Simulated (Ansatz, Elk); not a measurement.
# Bonding as seen by X-rays: NaSc2Sb2

Structure refinements treat a crystal as free atoms side by side. For a made-up structure of NaSc2Sb2 (cell and positions from a PBE relaxation) the runs below show what the calculated density changes in F(hkl).

Main program and level: Elk 11.2.3 (patched build); DFT, PBE, all-electron APW+lo, Dirac cores, scalar-relativistic bands, static density, no spin.

The structure was built from a prototype and need not be the compound's stable phase.

## 1. Set-up

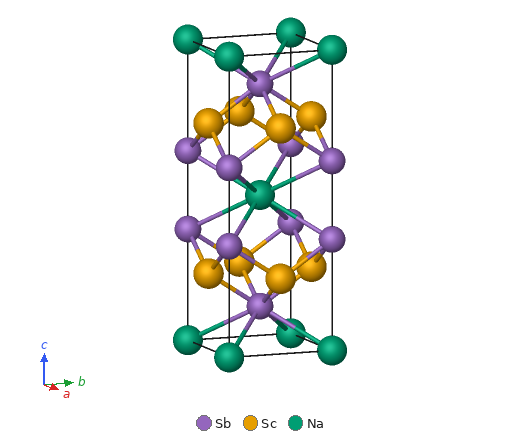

The starting structure, seen slightly off an axis (antimony purple, scandium orange, sodium teal). This picture shows the conventional cell, with its axes. Some periodic images of atoms are drawn too.

## 2. Ground state and structure factors

An all-electron density is needed, since X-rays see the cores too. Task 0 finds the density and task 195 Fourier-transforms it; tshift is off so that phases refer to the origin typed.

File elk.in:

```
tasks
  0
  195

xctype
  20

spinpol
  .false.

rgkmax
  7.0

gmaxvr
  14.0

lmaxo
  7

lmaxapw
  8

swidth
  0.002

tshift
  .false.

ramdisk
  .false.

hmaxvr
  5.5

maxscl
  120

epspot
  1e-06

sppath
  './'

avec
  -4.55080109181 4.55080109181 12.52065773002
  4.55080109181 -4.55080109181 12.52065773002
  4.55080109181 4.55080109181 -12.52065773002

atoms
  3
  'Sb.in'
  2
  0.6303620804 0.6303620804 -0.0000000000   0.000000 0.000000 0.000000
  0.3696379196 0.3696379196 -0.0000000000   0.000000 0.000000 0.000000
  'Sc.in'
  2
  0.2500000000 0.7500000000 0.5000000000   0.000000 0.000000 0.000000
  0.7500000000 0.2500000000 0.5000000000   0.000000 0.000000 0.000000
  'Na.in'
  1
  0.0000000000 0.0000000000 -0.0000000000   0.000000 0.000000 0.000000

ngridk
  7 7 7
```

The run is started by

```console
> OMP_NUM_THREADS=4 elk
```

Numbers of over 12 decimals in the logs are rounded to 6 here.

Output:

```text
┌─────────────────────────┐
│ Elk code version 11.2.3 │
└─────────────────────────┘

All units are atomic (Hartree, Bohr, etc.)

┌─────────────────────────────────────────────────┐
│ Ground-state run starting from atomic densities │
└─────────────────────────────────────────────────┘

Lattice vectors :
  -4.550801092       4.550801092       12.52065773
   4.550801092      -4.550801092       12.52065773
   4.550801092       4.550801092      -12.52065773

Reciprocal lattice vectors :
  0.1081552318E-16  0.6903383800      0.2509127493
  0.6903383800      0.1081552318E-16  0.2509127493
  0.6903383800      0.6903383800     -0.3811793341E-17

Unit cell volume      :    1037.200798
Brillouin zone volume :   0.2391535120

Muffin-tin inner radius fraction :   0.1000000000E-01

Nuclei treated as point charges

Species : 1 (Sb)
 parameters loaded from : Sb.in
 name : antimony
 nuclear charge    :   -51.00000000
 electronic charge :    51.00000000
 atomic mass :    221954.9021
 muffin-tin radius :    2.600000000
 number of radial points in muffin-tin :   1193
 inner part over the whole radius :   0.9886087340E-02
 number on inner part of muffin-tin    :    850
 approximate nuclear radius :   0.8886795689E-04
 number of mesh points to nuclear radius :    429
 atomic positions (lattice), magnetic fields (Cartesian) :
  1 :  -0.36963792 -0.36963792  0.00000000    0.00000000  0.00000000  0.00000000
  2 :   0.36963792  0.36963792  0.00000000    0.00000000  0.00000000  0.00000000

Species : 2 (Sc)
 parameters loaded from : Sc.in
 name : scandium
 nuclear charge    :   -21.00000000
 electronic charge :    21.00000000
 atomic mass :    81949.61073
 muffin-tin radius :    2.400000000
 number of radial points in muffin-tin :    993
 inner part over the whole radius :   0.9898716403E-02
 number on inner part of muffin-tin    :    698
 approximate nuclear radius :   0.6711386133E-04
 number of mesh points to nuclear radius :    323
 atomic positions (lattice), magnetic fields (Cartesian) :
  1 :   0.25000000 -0.25000000  0.50000000    0.00000000  0.00000000  0.00000000
  2 :  -0.25000000  0.25000000  0.50000000    0.00000000  0.00000000  0.00000000

Species : 3 (Na)
 parameters loaded from : Na.in
 name : sodium
 nuclear charge    :   -11.00000000
 electronic charge :    11.00000000
 atomic mass :    41907.78703
 muffin-tin radius :    2.200000000
 number of radial points in muffin-tin :    793
 inner part over the whole radius :   0.9883648912E-02
 number on inner part of muffin-tin    :    551
 approximate nuclear radius :   0.5574345702E-04
 number of mesh points to nuclear radius :    238
 atomic positions (lattice), magnetic fields (Cartesian) :
  1 :   0.00000000  0.00000000  0.00000000    0.00000000  0.00000000  0.00000000

Total number of atoms per unit cell :    5
Total muffin-tin volume :    307.6582630
 ratio of muffin-tin to unit cell volume :   0.2966236273

Spin treatment :
 spin-unpolarised

Number of Bravais lattice symmetries :   16
Number of crystal symmetries         :   16
Crystal has inversion symmetry
Real symmetric eigensolver will be used

k-point grid :      7     7     7
k-point offset :    0.000000000       0.000000000       0.000000000
k-point set is reduced with full crystal symmetry group
Total number of k-points :       40

Muffin-tin radius times maximum |G+k| :    7.000000000
 using average radius
Maximum |G+k| for APW functions       :    2.868852459
Maximum (1/2)|G+k|²                   :    4.115157216
Maximum |G| for potential and density :    14.00000000
Constant for pseudocharge density :    9
 order of it for each species :   16  16  16
 order of it for pair densities of each species (exact exchange by exxq0 0: 17) :   11   9   7
Radial integration step length :    1

G-vector grid sizes :     63    63    63
Number of G-vectors :    48103

Maximum angular momentum used for
 APW functions            :    8
 outer part of muffin-tin :    7
 inner part of muffin-tin :    2

Total nuclear charge    :   -155.0000000
[...]
correlation                 :     -7.672529
 electron entropic           :    -0.14061633552930E-02
 total energy                :     -14660.572936652

Density of states at Fermi energy :    115.5911113
 (states/Hartree/unit cell)

Estimated indirect band gap :   0.4839054769E-03
 from k-point 20 to k-point 28
Estimated direct band gap   :   0.1339004009E-01
 at k-point 20

Charges :
 core                        :    94.00000000
 valence                     :    61.00000000
 interstitial                :    8.368315915
 muffin-tins (core leakage)
  species : 1 (Sb)
   atom 1                    :    49.21843337     (  0.8097829004E-03)
[...]
species : 2 (Sc)
[...]
species : 3 (Na)
[...]
total in muffin-tins        :    146.6316841
 total calculated charge     :    154.9982474
 total charge                :    155.0000000
 error                       :   0.1752600087E-02

RMS change in Kohn-Sham potential (target) :   0.4144685817     (  0.1000000000E-05)
Absolute change in total energy (target)   :    1.295007182     (  0.1000000000E-03)

[... loops 3 to 15 left out ...]

┌──────────────────┐
│ Loop number : 16 │
└──────────────────┘

Energies :
 Fermi                       :     0.151907
 sum of occupied eigenvalues :     -8839.5222747187
 electron kinetic            :      15387.320471148
 core electron kinetic       :      14931.168396919
 Coulomb                     :     -29611.504550500
 Coulomb potential           :     -23661.311621105
 nuclear-nuclear             :     -1273.8201216049
 electron-nuclear            :     -33036.905328261
 Hartree                     :      4699.2208993661
 Madelung                    :     -17780.848739948
 xc potential                :     -565.53112476133
 exchange                    :     -426.40622417089
 correlation                 :     -7.671019
 electron entropic           :    -0.14519082079856E-02
 total energy                :     -14658.262773974

Density of states at Fermi energy :    111.6902448
 (states/Hartree/unit cell)

Estimated indirect band gap :   0.1872047347E-02
 from k-point 11 to k-point 9
Estimated direct band gap   :   0.4085738660E-02
 at k-point 12

Charges :
 core                        :    94.00000000
 valence                     :    61.00000000
 interstitial                :    8.515461318
 muffin-tins (core leakage)
  species : 1 (Sb)
[...]
species : 2 (Sc)
[...]
species : 3 (Na)
[...]
total in muffin-tins        :    146.4845387
 total calculated charge     :    154.9983055
 total charge                :    155.0000000
 error                       :   0.1694483120E-02

RMS change in Kohn-Sham potential (target) :   0.5597335247E-07 (  0.1000000000E-05)
Absolute change in total energy (target)   :   0.3684282092E-04 (  0.1000000000E-03)

Convergence targets achieved

┌──────────────────┐
│ Loop number : 17 │
└──────────────────┘

Energies :
 Fermi                       :     0.151907
 sum of occupied eigenvalues :     -8839.5222698800
 electron kinetic            :      15387.320477187
 core electron kinetic       :      14931.168400628
 Coulomb                     :     -29611.504551538
 Coulomb potential           :     -23661.311621245
 nuclear-nuclear             :     -1273.8201216049
 electron-nuclear            :     -33036.905330076
 Hartree                     :      4699.2209001431
 Madelung                    :     -17780.848740915
 xc potential                :     -565.53112582193
 exchange                    :     -426.40622422131
 correlation                 :     -7.671019
 electron entropic           :    -0.14519081803052E-02
 total energy                :     -14658.262769020

Density of states at Fermi energy :    111.6902430
 (states/Hartree/unit cell)

Estimated indirect band gap :   0.1872047064E-02
 from k-point 11 to k-point 9
Estimated direct band gap   :   0.4085740160E-02
 at k-point 12

Charges :
 core                        :    94.00000000
 valence                     :    61.00000000
 interstitial                :    8.515461327
 muffin-tins (core leakage)
  species : 1 (Sb)
[...]
species : 2 (Sc)
   atom 1                    :    19.09419907     ( -0.2163298856E-06)
   atom 2                    :    19.09419907     ( -0.2163298856E-06)
  species : 3 (Na)
   atom 1                    :    9.988590328     ( -0.9715865401E-07)
 total in muffin-tins        :    146.4845387
 total calculated charge     :    154.9983055
 total charge                :    155.0000000
 error                       :   0.1694483071E-02

┌──────────────────────────────┐
│ Self-consistent loop stopped │
└──────────────────────────────┘

Warning : core states of species 1 leak from the muffin-tin :   0.7953033361E-03

Wrote STATE.OUT
```

Wall time 46 s (4 threads of Intel Xeon Platinum 8488C (Sapphire Rapids), shared host); peak memory 0.29 GiB.

SFACRHO.OUT:

```text

h k l indices transformed by vhmat matrix:
   1.000000000       0.000000000       0.000000000    
   0.000000000       1.000000000       0.000000000    
   0.000000000       0.000000000       1.000000000    

      h      k      l  multipl.   |H|            Re(F)            Im(F)           |F|

      0      0      0      1   0.0000000       155.00000     -0.12821244E-15   155.00000    
      1      1     -1      2  0.50182550      -35.411659      0.19128920E-13   35.411659    
     -1      0      1      8  0.73452317      -54.327462     -0.14385030E-13   54.327462    
      0      0      1      4  0.97628590       64.338387      0.36139065E-14   64.338387    
     -2     -2      2      2   1.0036510      -45.133275     -0.55608663E-13   45.133275    
     -1     -2      2      8   1.0213628       77.106208      0.57587476E-13   77.106208    
      0      2     -1      8   1.0977081       35.124866     -0.58042914E-14   35.124866    
      1     -1     -1      4   1.3806768       118.51869      0.13755562E-13   118.51869    
      1      3     -2      8   1.4001605      -101.24877      0.11797046E-12   101.24877    
      3      2     -2      8   1.4319558       54.266982     -0.43155030E-13   54.266982    
      0      2      0      8   1.4690463      -26.211470      0.20331461E-13   26.211470    
     -3     -3      3      2   1.5054765      -5.0112836     -0.61855911E-13   5.0112836    
      2     -1     -1     16   1.5639030      -45.130938     -0.52268675E-17   45.130938    
     -3     -1      1      8   1.7069223      -39.999276     -0.30592212E-13   39.999276    
      0     -3      2     16   1.7173964       65.527521      0.50376260E-13   65.527521    
      3      3     -4      8   1.7943226       48.578467     -0.10951283E-12   48.578467    
     -3     -4      3      8   1.8871858      -54.714828     -0.10796274E-12   54.714828    
      2     -2      0      4   1.9525718       103.52934      0.18908074E-13   103.52934
```

Elk indexes on the primitive cell of elk.in and gives |H| = 4π sin θ/λ in inverse bohr. Below, one row stands for each form hkl of the conventional cell (m members, Friedel mates merged), F is for one primitive cell and the density is static (no thermal factor). Free-atom factors are Waasmaier and Kirfel's, and R is Σm||F|−|F'||/Σm|F|.

| hkl | m | sin θ/λ (Å⁻¹) | abs F, DFT | neutral atoms | diff. |
| --- | --- | --- | --- | --- | --- |
| 002 | 2 | 0.075 | 35.412 | 34.907 | +0.505 |
| 101 | 8 | 0.111 | 54.328 | 54.046 | +0.282 |
| 110 | 4 | 0.147 | 64.338 | 64.092 | +0.246 |
| 004 | 2 | 0.151 | 45.133 | 44.955 | +0.178 |
| 103 | 8 | 0.154 | 77.106 | 76.892 | +0.214 |
| 112 | 8 | 0.165 | 35.125 | 35.364 | -0.239 |
| 200 | 4 | 0.208 | 118.519 | 119.070 | -0.551 |
| 114 | 8 | 0.211 | 101.249 | 101.400 | -0.151 |
| 105 | 8 | 0.215 | 54.267 | 54.469 | -0.202 |
| 202 | 8 | 0.221 | 26.212 | 26.377 | -0.165 |
| 006 | 2 | 0.226 | 5.011 | 4.970 | +0.042 |
| 211 | 16 | 0.235 | 45.131 | 45.314 | -0.183 |
| 204 | 8 | 0.257 | 39.999 | 40.156 | -0.157 |
| 213 | 16 | 0.258 | 65.528 | 65.843 | -0.315 |
| 116 | 8 | 0.270 | 48.578 | 48.597 | -0.019 |
| 107 | 8 | 0.284 | 54.715 | 54.778 | -0.063 |
| 220 | 4 | 0.294 | 103.529 | 103.722 | -0.193 |
| 215 | 16 | 0.299 | 48.024 | 47.981 | +0.044 |

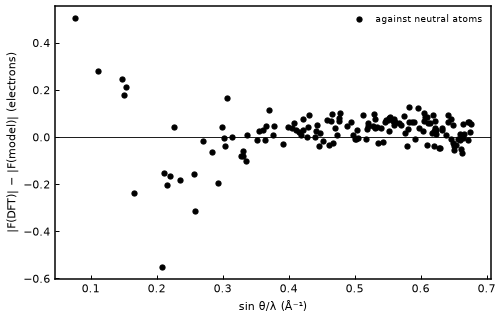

Difference between the calculated structure factors and the independent-atom ones.

## 3. The highest occupied states alone

An energy window below the Fermi level keeps the highest occupied states, to see at which angles they scatter; shallow core shells can lie inside it and anion s states outside. No new self-consistency is needed.

Changes to elk.in since step 2:

```diff
@@ -1,3 +1,2 @@
 tasks
-  0
   195
@@ -40,2 +39,5 @@
 
+wsfac
+  -0.215590 0.451910
+
 sppath
```

The run is started by

```console
> OMP_NUM_THREADS=4 elk
```

Output:

```text
┌─────────────────────────────────┐
│ Elk code version 11.2.3 started │
└─────────────────────────────────┘

Info(readinput): the functional depends on the density's gradient
 muffin-tin radial points multiplied by    2.00000
 (not where nrmtscf is given)

┌────────────────────┐
│ Current task : 195 │
└────────────────────┘

Info(sfacrho): density structure factors written to SFACRHO.OUT

 Energy window :  -0.2155900000      0.4519100000

┌──────────────────┐
│ Elk code stopped │
└──────────────────┘
```

It took 12 s on 4 threads; peak memory 0.2 GiB.

States within 10 eV below the Fermi level hold 17.00 electrons; any levels below the window count with the cores. Their amplitudes can exceed the total, where window and core parts have opposite phase:

| hkl | sin θ/λ (Å⁻¹) | abs F, window | abs F, all |
| --- | --- | --- | --- |
| 002 | 0.075 | 4.148 | 35.412 |
| 101 | 0.111 | 3.430 | 54.328 |
| 110 | 0.147 | 1.724 | 64.338 |
| 004 | 0.151 | 1.452 | 45.133 |
| 103 | 0.154 | 2.100 | 77.106 |
| 112 | 0.165 | 0.674 | 35.125 |
| 200 | 0.208 | 0.675 | 118.519 |
| 114 | 0.211 | 0.977 | 101.249 |
| 105 | 0.215 | 0.057 | 54.267 |
| 202 | 0.221 | 0.430 | 26.212 |

## 4. Another functional

The difference from free atoms is small, so it is set against the change that LDA (Perdew-Wang) makes.

Changes to elk.in since step 3:

```diff
@@ -1,2 +1,3 @@
 tasks
+  0
   195
@@ -4,3 +5,3 @@
 xctype
-  20
+  3
 
@@ -39,5 +40,2 @@
 
-wsfac
-  -0.215590 0.451910
-
 sppath
```

The run is started by

```console
> OMP_NUM_THREADS=4 elk
```

Output:

```text
┌─────────────────────────┐
│ Elk code version 11.2.3 │
└─────────────────────────┘

All units are atomic (Hartree, Bohr, etc.)

┌─────────────────────────────────────────────────┐
│ Ground-state run starting from atomic densities │
└─────────────────────────────────────────────────┘

Lattice vectors :
  -4.550801092       4.550801092       12.52065773
   4.550801092      -4.550801092       12.52065773
   4.550801092       4.550801092      -12.52065773

Reciprocal lattice vectors :
  0.1081552318E-16  0.6903383800      0.2509127493
[...]
species : 1 (Sb)
[...]
species : 2 (Sc)
[...]
atom 2                    :    19.11038459     ( -0.3512603463E-05)
  species : 3 (Na)
   atom 1                    :    9.988846820     ( -0.1555072449E-05)
 total in muffin-tins        :    146.5563850
 total calculated charge     :    154.9982873
 total charge                :    155.0000000
 error                       :   0.1712716869E-02

┌──────────────────────────────┐
│ Self-consistent loop stopped │
└──────────────────────────────┘

Warning : core states of species 1 leak from the muffin-tin :   0.8074965423E-03

Wrote STATE.OUT
[key lines of the parts left out:]
total energy                :     -14643.176739102
```

It took 31 s on 4 threads; peak memory 0.25 GiB.

Against the first run R = 0.03 %; the largest change is -0.065 at 008.

## 5. Basis size

A smaller basis shows how fast F responds to it; the change is likely larger than the basis error of the first run, but doesn't show convergence.

Changes to elk.in since step 4:

```diff
@@ -5,3 +5,3 @@
 xctype
-  3
+  20
 
@@ -11,3 +11,3 @@
 rgkmax
-  7.0
+  5.5
```

The run is started by

```console
> OMP_NUM_THREADS=4 elk
```

Output:

```text
┌─────────────────────────┐
│ Elk code version 11.2.3 │
└─────────────────────────┘

All units are atomic (Hartree, Bohr, etc.)

┌─────────────────────────────────────────────────┐
│ Ground-state run starting from atomic densities │
└─────────────────────────────────────────────────┘

Lattice vectors :
  -4.550801092       4.550801092       12.52065773
   4.550801092      -4.550801092       12.52065773
   4.550801092       4.550801092      -12.52065773

Reciprocal lattice vectors :
  0.1081552318E-16  0.6903383800      0.2509127493
[...]
species : 1 (Sb)
[...]
species : 2 (Sc)
[...]
atom 2                    :    19.04418763     ( -0.2163345041E-06)
  species : 3 (Na)
   atom 1                    :    9.979656046     ( -0.9715865579E-07)
 total in muffin-tins        :    146.3385253
 total calculated charge     :    154.9983061
 total charge                :    155.0000000
 error                       :   0.1693918738E-02

┌──────────────────────────────┐
│ Self-consistent loop stopped │
└──────────────────────────────┘

Warning : core states of species 1 leak from the muffin-tin :   0.7995486483E-03

Wrote STATE.OUT
[key lines of the parts left out:]
total energy                :     -14658.140436366
```

The job ended after 37 s (4 threads; peak memory 0.27 GiB).

Against the first run R = 0.02 %; the largest change is +0.067 at 208.

## 6. Settings against the effect

| run | R against the first run (%) | R against neutral atoms, low angle (%) | wall time |
| --- | --- | --- | --- |
| PBE, rgkmax 7 | 0.00 | 0.33 | 46 s |
| LDA (Perdew-Wang) | 0.03 | 0.33 | 31 s |
| rgkmax 5.5 | 0.02 | 0.34 | 37 s |

## 7. What came out

```
R against neutral atoms, sin θ/λ < 0.3 Å⁻¹ : 0.33 %
R against neutral atoms, 0.3 to 0.68 Å⁻¹   : 0.13 %
```

Independent neutral atoms miss the calculated amplitudes by R = 0.33 % below 0.3 Å⁻¹ and 0.13 % from there to 0.68 Å⁻¹; by shells, 0.56 % below 0.15 Å⁻¹ (3 forms), 0.31 % 0.15 to 0.3 (15 forms), 0.10 % 0.3 to 0.45 (34 forms), 0.15 % above 0.45 (97 forms). Bonding, aspherical density and the tables' own atoms all enter these figures, and the runs don't part them. The largest change of an amplitude is -0.55 electrons, at 200. The window's part falls from 17.0 electrons at the origin to at most 0.27 between 0.45 and 0.68 Å⁻¹. Below 0.3 Å⁻¹ the changes that finished (LDA (Perdew-Wang) and rgkmax 5.5) move F by R = 0.04 % at most, against the 0.33 % that separates it from free atoms. The k-mesh has no finished test. Part of the difference isn't bonding: the tables are fits to free atoms and ions calculated by other methods than this functional. Thermal motion, anomalous dispersion and extinction are left out.

[Logs are printed without paths, hosts, clocks, repeated set-up lines and the standing remarks that a program may print on its own settings, such as how far it seeks lower states.]

[Hosts, paths, dates, database ids (printed as entryN), source tags and the programs' standing remarks are cut or masked in the printed files.]
